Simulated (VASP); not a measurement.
Band structure of Ge (diamond). Computed with RPBE GGA, VASP's PBE PAW potentials (set 64) (plane waves; VASP).

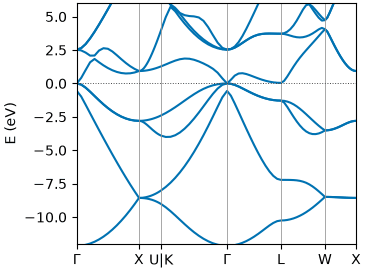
Fig. 1. Bands along high-symmetry lines, zero at the valence-band maximum or, without a gap, the Fermi level

**Question.** Read the plot: is there a gap, and where are the band edges?

**Answer.** It has no gap at this level: it comes out as a metal or semimetal. (Edges off the drawn lines would not show.)

Measured: gap 0.79 eV (computed value off by -0.79 eV), as given by Anna Miglio et al., npj Computational Materials (2020), arXiv:2011.12765 [measured zero-point renormalisation of 52 meV added back].

The compound is Ge in the diamond structure. It was relaxed first, which changed the volume by +8 %.
